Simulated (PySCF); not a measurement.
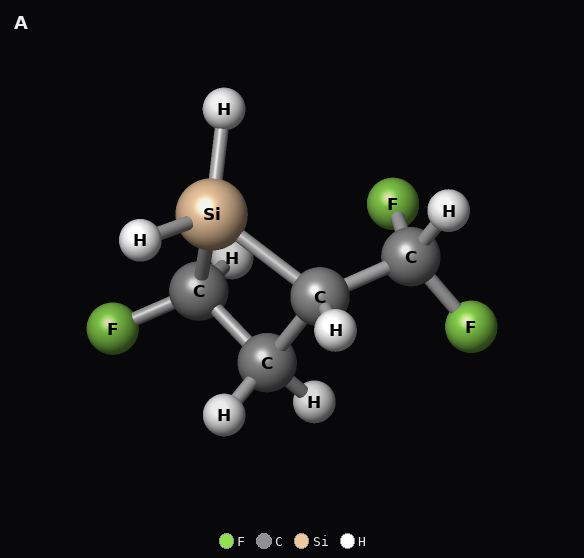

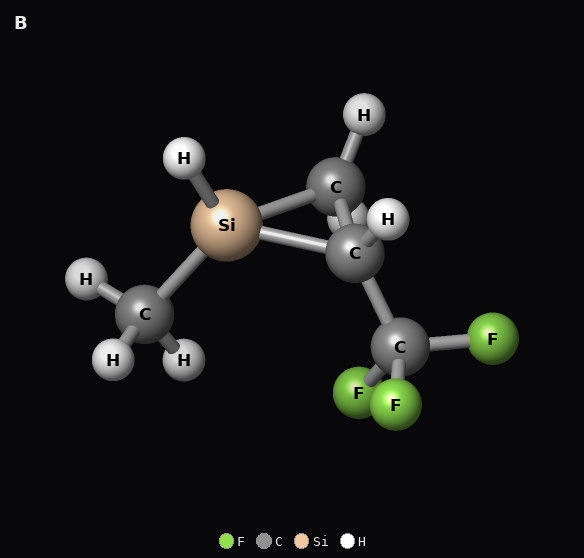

2 stationary structures of one formula. Geometries: PBE0-D3(BJ)/def2-SVP. Electronic energies: PBE0/pcSseg-1 (PySCF 2.14.0), without zero-point energy. No frequency run is at hand to confirm each as a minimum. Each is one conformer, not always the lowest.

### Are they conformers, stereoisomers or constitutional isomers?

They are constitutional isomers of C4H7F3Si: A `FC(F)[C@@H]1C[C@@H](F)[SiH2]1`, B `C[Si@@H]1C[C@@H]1C(F)(F)F`.

### Which structure is the most stable?

B is lowest; A lies 62.3 kJ/mol above it.

Give E(B) − E(A) in kJ/mol at these levels too: CAM-B3LYP/def2-SVPD; HF/pcSseg-1; PBE0/pcSseg-1; PBE0-D3(BJ)/def2-SVP.

```json
{"level": "CAM-B3LYP/def2-SVPD", "E(B) − E(A) (kJ/mol)": "−45.8"}
{"level": "HF/pcSseg-1", "E(B) − E(A) (kJ/mol)": "−53.7"}
{"level": "PBE0/pcSseg-1", "E(B) − E(A) (kJ/mol)": "−62.3"}
{"level": "PBE0-D3(BJ)/def2-SVP", "E(B) − E(A) (kJ/mol)": "−65.9"}
```
